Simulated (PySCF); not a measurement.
**RuOH₃: relaxation and vibrations of the doublet**

Aim: relax RuOH₃ as a doublet from a tetrahedral start, check by its vibrations whether the end is a minimum, and collect its spectrum and constants.

The runs use PySCF 2.14.0; PBE0, basis Ru def2-TZVP with ECP28, O def2-TZVP, H def2-TZVP, scalar-relativistic core potentials, no spin–orbit coupling, density fitting.

### 1 Starting geometry

5 atoms, charge 0, spin multiplicity 2.

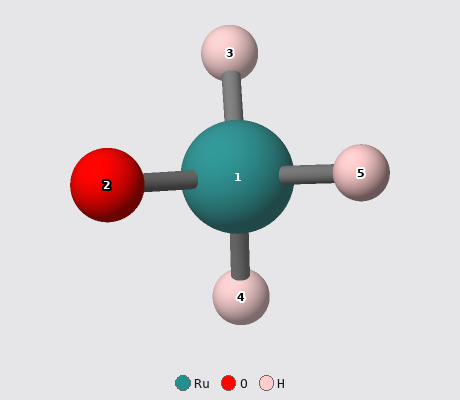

As it starts; ruthenium teal, oxygen red, hydrogen pink; atoms are numbered from 1 in the order of the file.

Coordinates in bohr (charge 0 multiplicity 2):
```
Ru    0.0000    0.0000    0.0000
O     0.0000   -2.6386   -1.8655
H     2.4226    0.0000    1.7127
H    -2.4226    0.0000    1.7127
H     0.0000    2.4226   -1.7127
```

### 2 First SCF at the start

One driver script runs all steps and calls PySCF; scf.py shows how it sets up the SCF of each step. The optimiser is the driver's own. After this first run the driver tries any further starts and a stability analysis.

The input, scf.py:

```python
from pyscf import gto, scf, dft
mol = gto.M(atom='''
Ru     0.000000     0.000000     0.000000
O     -0.000000    -1.396300    -0.987200
H      1.282000     0.000000     0.906300
H     -1.282000     0.000000     0.906300
H      0.000000     1.282000    -0.906300''',
    basis={'Ru': 'def2-TZVP', 'O': 'def2-TZVP', 'H': 'def2-TZVP'},
    ecp={'Ru': 'def2-TZVP'},
    charge=0, spin=1)
mf = dft.UKS(mol, xc='PBE0')
mf.grids.atom_grid = (50, 194)
aux = {'Ru': 'def2-universal-JKFIT', 'O': 'def2-universal-JKFIT', 'H': 'def2-universal-JKFIT'}
mf = mf.density_fit(auxbasis=aux)
mf.conv_tol = 1e-08
mf.diis_space = 10
mf.max_cycle = 60
mf.init_guess = 'minao'
mf.verbose = 4
mf.kernel()
```

On the command line:

```sh
> OMP_NUM_THREADS=4 python axn.py task.json out
```

Standard output:

```text
init E= -163.782313570092
[... the frontier-level lines of each cycle are left out ...]
cycle= 1 E= -171.298952954715  delta_E= -7.52  |g|= 1.03  |ddm|= 2.87
cycle= 2 E= -169.253499545364  delta_E= 2.05  |g|=  2.3  |ddm|= 2.26
cycle= 3 E= -171.766427746501  delta_E= -2.51  |g|= 0.121  |ddm|= 1.84
cycle= 4 E= -171.729086471438  delta_E= 0.0373  |g|= 0.347  |ddm|= 0.214
cycle= 5 E= -171.773003799683  delta_E= -0.0439  |g|= 0.0514  |ddm|= 0.137
cycle= 6 E= -171.774026204085  delta_E= -0.00102  |g|= 0.0204  |ddm|= 0.0326
cycle= 7 E= -171.774219160404  delta_E= -0.000193  |g|= 0.00757  |ddm|= 0.0157
cycle= 8 E= -171.774270438085  delta_E= -5.13e-05  |g|= 0.00368  |ddm|= 0.0103
cycle= 9 E= -171.77428875143  delta_E= -1.83e-05  |g|= 0.00142  |ddm|= 0.0057
cycle= 10 E= -171.774297719187  delta_E= -8.97e-06  |g|= 0.000645  |ddm|= 0.00735
cycle= 11 E= -171.774298307029  delta_E= -5.88e-07  |g|= 0.000198  |ddm|= 0.00143
cycle= 12 E= -171.77429841122  delta_E= -1.04e-07  |g|= 0.000128  |ddm|= 0.000707
cycle= 13 E= -171.774298422475  delta_E= -1.13e-08  |g|= 2.16e-05  |ddm|= 0.00014
cycle= 14 E= -171.774298423824  delta_E= -1.35e-09  |g|= 7.8e-06  |ddm|= 6.7e-05
Extra cycle  E= -171.774298423927  delta_E= -1.03e-10  |g|= 1.2e-05  |ddm|= 1.88e-05
converged SCF energy = -171.774298423927  <S^2> = 0.76367542  2S+1 = 2.013629
```

This step, with its further starts and checks, took 13 s on 4 threads of Arm Neoverse N1, shared host.

The starts that the driver tried:

```tsv
start	energy (Eh)
the minimal-basis guess	-171.774298
a thermally smeared density	-171.774298
a smeared PBE density	-171.774298
```

The test of internal stability and the other starts found no lower solution of this spin.

### 3 Relaxation: tetrahedral start, doublet

The program finds C3v symmetry in the start, which this walk keeps. The walk stops when the largest gradient is under 0.0003 Eh/bohr and the energy has settled too.

Edit scf.py of step 2 so:

```diff
@@ -3,5 +3,5 @@
-Ru     0.000000     0.000000     0.000000
-O     -0.000000    -1.396300    -0.987200
-H      1.282000     0.000000     0.906300
-H     -1.282000     0.000000     0.906300
-H      0.000000     1.282000    -0.906300''',
+Ru     0.000000     0.174001     0.123039
+O     -0.000000    -1.222228    -0.864261
+H      1.281901     0.173993     1.029480
+H     -1.281901     0.173993     1.029480
+H      0.000000     1.455909    -0.783391''',
@@ -18 +17,0 @@
-mf.init_guess = 'minao'
```

Energy and gradient, step by step:

```tsv
step	energy (Eh)	change (kJ/mol)	largest symmetric gradient (Eh/bohr)
0	-171.774299	0.00	0.05422
1	-171.778585	-11.25	0.00865
2	-171.779499	-13.65	0.00346
3	-171.779827	-14.51	0.00116
4	-171.779837	-14.54	0.00055
5	-171.779842	-14.55	0.00006
```

The walk took 13 s.

Geometry (Å) and forces (eV/Å) at some steps, with the part that breaks the symmetry left in:

```
step 0
Ru   0.000   0.174   0.123   0.000  -3.665  -0.732
O    0.000  -1.222  -0.864   0.000   2.499   0.841
H    1.282   0.174   1.029   0.396   0.641  -0.046
H   -1.282   0.174   1.029  -0.396   0.641  -0.046
H    0.000   1.456  -0.783   0.000  -0.116  -0.016
step 1
Ru   0.000   0.138   0.098   0.000  -1.156   1.267
O    0.000  -1.199  -0.848   0.000   0.055  -1.022
H    1.272   0.181   1.028   0.445   0.634  -0.090
H   -1.272   0.181   1.028  -0.445   0.634  -0.090
H    0.000   1.454  -0.771   0.000  -0.168  -0.064
step 3
Ru   0.000   0.094   0.066   0.000  -0.932   1.444
O    0.000  -1.249  -0.883   0.000   0.486  -0.740
H    1.253   0.219   1.041   0.288   0.448  -0.299
H   -1.253   0.219   1.041  -0.288   0.448  -0.299
H    0.000   1.472  -0.731   0.000  -0.451  -0.106
step 5
Ru   0.000   0.092   0.065   0.000  -0.992   1.409
O    0.000  -1.251  -0.884   0.000   0.510  -0.726
H    1.248   0.222   1.040   0.340   0.444  -0.268
H   -1.248   0.222   1.040  -0.340   0.444  -0.268
H    0.000   1.470  -0.725   0.000  -0.406  -0.147
```

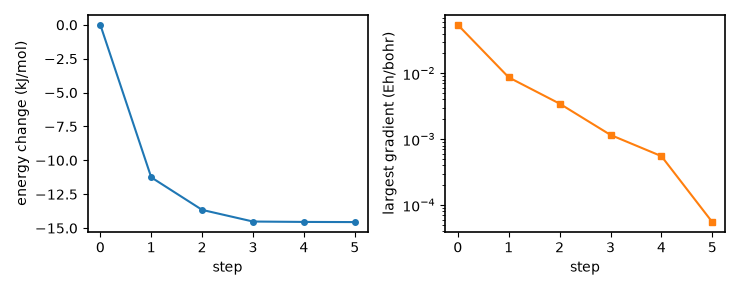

Energy and largest gradient along the walk.

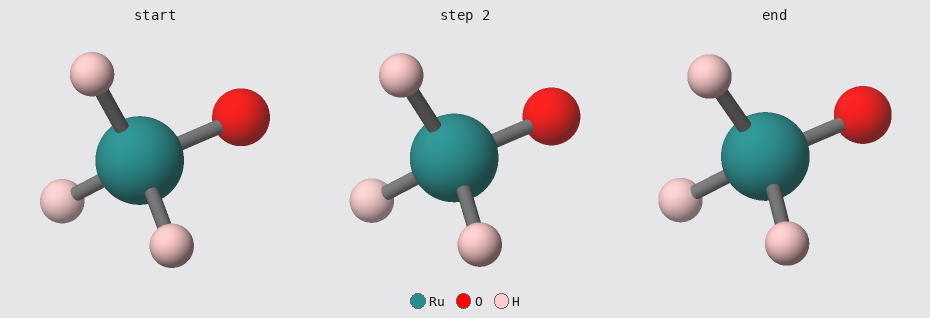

The geometry along the walk, at one scale.

After 5 steps and 14.6 kJ/mol it ends at C3v: Ru–H 1.589 Å (×3), Ru–O 1.644 Å; H–Ru–H 103.5° (×3), H–Ru–O 114.9° (×3). A gradient of 0.0274 Eh/bohr that breaks the symmetry is left: this electronic state wants a lower symmetry.

### 4 Relaxing without the symmetry constraint

The geometry is nudged along the force that breaks the symmetry.

The program finds Cs symmetry in the start, which may break.

Edit scf.py of step 3 so:

```diff
@@ -3,5 +3,5 @@
-Ru     0.000000     0.174001     0.123039
-O     -0.000000    -1.222228    -0.864261
-H      1.281901     0.173993     1.029480
-H     -1.281901     0.173993     1.029480
-H      0.000000     1.455909    -0.783391''',
+Ru    -0.000000     0.150527     0.130852
+O      0.000000    -1.102509    -0.918590
+H      1.274442     0.365153     1.034466
+H     -1.274442     0.365153     1.034466
+H     -0.000000     1.547058    -0.721073''',
```

The optimiser's trace:

```tsv
step	energy (Eh)	change (kJ/mol)	largest gradient (Eh/bohr)
0	-171.786490	0.00	0.01771
1	-171.792911	-16.86	0.00997
2	-171.797836	-29.79	0.00754
3	-171.798806	-32.33	0.00833
4	-171.800234	-36.08	0.00290
5	-171.800413	-36.55	0.00110
6	-171.800467	-36.70	0.00073
7	-171.800479	-36.73	0.00039
8	-171.800480	-36.73	0.00007
```

The walk took 21 s.

Positions (Å) and forces (eV/Å) along the way:

```
step 0
Ru   0.000   0.151   0.131   0.000   0.271   0.404
O    0.000  -1.103  -0.919   0.000   0.047  -0.514
H    1.274   0.365   1.034   0.510   0.295  -0.199
H   -1.274   0.365   1.034  -0.510   0.295  -0.199
H    0.000   1.547  -0.721   0.000  -0.909   0.508
step 1
Ru   0.000   0.115   0.179   0.000  -0.132  -0.020
O    0.000  -1.075  -0.956   0.000   0.387   0.192
H    1.331   0.405   1.003   0.255   0.129  -0.316
H   -1.331   0.405   1.003  -0.255   0.129  -0.316
H    0.000   1.474  -0.669   0.000  -0.512   0.459
step 4
Ru   0.000   0.023   0.280   0.000   0.005   0.150
O    0.000  -1.071  -0.930   0.000  -0.107  -0.103
H    1.439   0.481   0.817  -0.116   0.034  -0.045
H   -1.439   0.481   0.817   0.116   0.034  -0.045
H    0.000   1.410  -0.423   0.000   0.033   0.044
step 8
Ru   0.000  -0.004   0.286   0.000  -0.001   0.003
O    0.000  -1.094  -0.933   0.000  -0.004  -0.001
H    1.425   0.507   0.786   0.004   0.003   0.001
H   -1.425   0.507   0.786  -0.004   0.003   0.001
H    0.000   1.409  -0.365   0.000  -0.001  -0.003
```

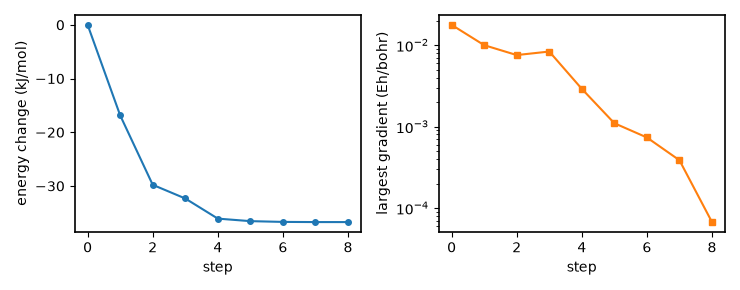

Energy and largest gradient along the walk.

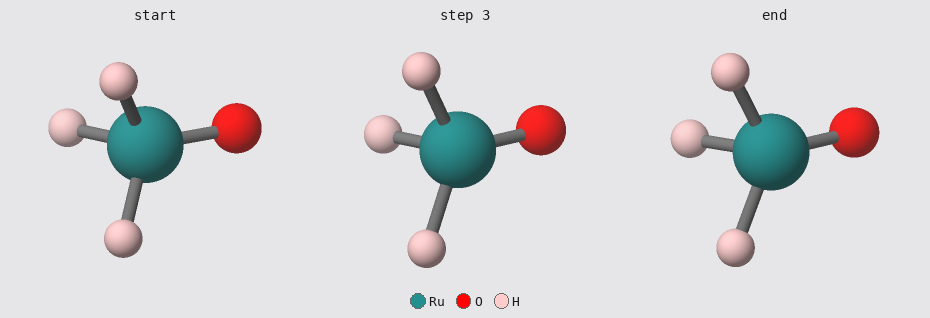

Start and end of the relaxation, with a step between.

End point (Cs, 8 steps, 36.7 kJ/mol gained): Ru–H 1.556 Å, Ru–H 1.594 Å (×2), Ru–O 1.635 Å; H–Ru–H 80.8° (×2), H–Ru–H 126.7°, H–Ru–O 107.1°, H–Ru–O 116.6° (×2).

### 5 Hessian and properties

The point is checked on the finer grid, and tightened if its gradient asks for it. The Hessian and the dipole derivatives come from central differences of analytic gradients, with steps of 0.02 bohr.

Edit scf.py of step 4 so:

```diff
@@ -3,5 +3,5 @@
-Ru    -0.000000     0.150527     0.130852
-O      0.000000    -1.102509    -0.918590
-H      1.274442     0.365153     1.034466
-H     -1.274442     0.365153     1.034466
-H     -0.000000     1.547058    -0.721073''',
+Ru    -0.000000     0.123539     0.158562
+O      0.000000    -0.965442    -1.060319
+H      1.424703     0.635265     0.658824
+H     -1.424703     0.635265     0.658824
+H     -0.000000     1.536865    -0.492245''',
@@ -12 +12 @@
-mf.grids.atom_grid = (50, 194)
+mf.grids.atom_grid = (75, 302)
@@ -15 +15 @@
-mf.conv_tol = 1e-08
+mf.conv_tol = 1e-10
```

The driver hands on the density of the step before, so the log starts near convergence.

Log of the central SCF (cycles and frontier levels):

```text
init E= -171.800466051625
[... the frontier-level lines of each cycle are left out ...]
cycle= 1 E= -171.800466051625  delta_E= -2.84e-14  |g|= 1.16e-06  |ddm|= 1.29e-06
Extra cycle  E= -171.800466051621  delta_E= 4.72e-12  |g|= 4.02e-06  |ddm|= 2.24e-06
converged SCF energy = -171.800466051621  <S^2> = 0.7578256  2S+1 = 2.0078103
```

The whole step took 85 s.

Geometry: Cs; Ru–H 1.556 Å, Ru–H 1.594 Å (×2), Ru–O 1.634 Å; H–Ru–H 80.8° (×2), H–Ru–H 126.7°, H–Ru–O 107.1°, H–Ru–O 116.6° (×2).

Harmonic modes (main isotopes):

```
symmetry  ω (cm⁻¹)  IR (km/mol)
      a'       476          9.6
      a'       586         15.3
     a''       615          0.6
     a''       723         33.5
      a'       936          4.1
      a'      1076          126
      a'      2093         48.4
     a''      2096         72.5
      a'      2230         13.1
```

Every mode is real; the point is a minimum.

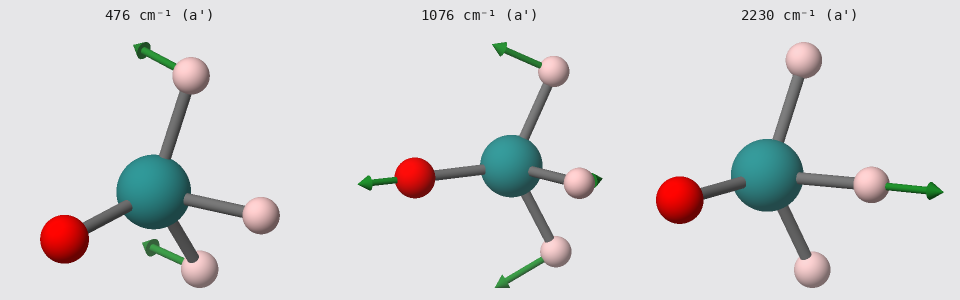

How the atoms move in 3 of the modes.

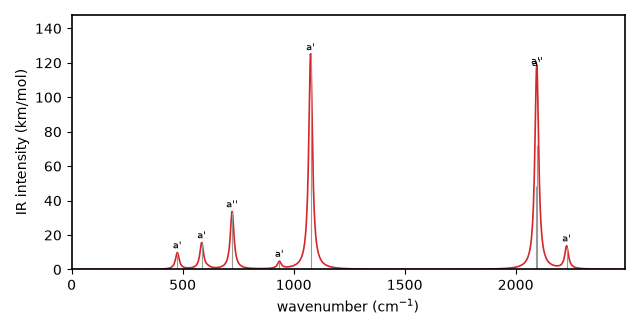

The harmonic infrared spectrum (widths in cm⁻¹). Lines are broadened to a width of 20 cm⁻¹ (Lorentzian).

Properties at this point:

```
Dipole moment                                                   : 1.85 D
Highest occupied level                                          : -7.47 eV
Lowest empty level                                              : -3.39 eV
Rotational constants                                            : 2.687, 0.408, 0.3899 cm⁻¹
Zero-point energy                                               : 64.8 kJ/mol
Principal polarisabilities                                      : 34.6, 41.0, 45.8 bohr³
Atomisation energy without zero-point energy                    : 1272 kJ/mol
Principal traceless quadrupole moments about the centre of mass : -1.61, -0.41, 2.02 D Å
Entropy at 298.15 K and 1 bar (electronic part: spin only)      : 270.5 J/(mol K)
Heat capacity Cp at 298.15 K                                    : 53.9 J/(mol K)
Enthalpy at 298.15 K above 0 K                                  : 11.86 kJ/mol
Rotational symmetry number                                      : 1
Spin squared ⟨S²⟩                                               : 0.758
```

Populations by atom (charges in e):

| atom | Mulliken | Löwdin | polar tensor | spin (Mulliken) | Mayer order to Ru1 |
| --- | --- | --- | --- | --- | --- |
| Ru1 | 0.41 | 0.15 | 0.81 | 0.80 | – |
| O2 | -0.51 | -0.21 | -0.59 | 0.30 | 1.93 |
| H3,4 | 0.01 | 0.01 | -0.10 | -0.03 | 0.91 |
| H5 | 0.09 | 0.05 | -0.02 | -0.04 | 0.92 |

Mulliken populations on Ru1 (outside its core potential): s 2.59, p 6.49, d 6.48, f 0.02.

### 6 Results

| quantity | value |
| --- | --- |
| minimum | doublet, Cs |
| geometry | Ru–H 1.556 Å, Ru–H 1.594 Å (×2), Ru–O 1.634 Å; H–Ru–H 80.8° (×2), H–Ru–H 126.7°, H–Ru–O 107.1°, H–Ru–O 116.6° (×2) |
| wavenumbers (cm⁻¹) | 476 (a'), 586 (a'), 615 (a''), 723 (a''), 936 (a'), 1076 (a'), 2093 (a'), 2096 (a''), 2230 (a') |
| dipole moment | 1.85 D |
| highest occupied, lowest empty level (either spin) | -7.47, -3.39 eV |
| polar-tensor charge of Ru1 | +0.81 e |
| zero-point energy | 64.8 kJ/mol |
| entropy at 298.15 K | 270.5 J/(mol K) |
| atomisation energy (no zero-point energy) | 1272 kJ/mol |
| ⟨S²⟩ | 0.758 |

The tetrahedral start (C3v) ends in a minimum of Cs symmetry. In the infrared the band at 1076 cm⁻¹ (a', mixed) leads. Most of the spin sits on Ru1 (Mulliken spin 0.80, against 1 for the whole molecule). Other starts or spin states, not run here, may lie lower. One determinant may miss the lowest occupation of an open d or f shell.

The search up to here took 2.2 min on 4 threads of Arm Neoverse N1, shared host.
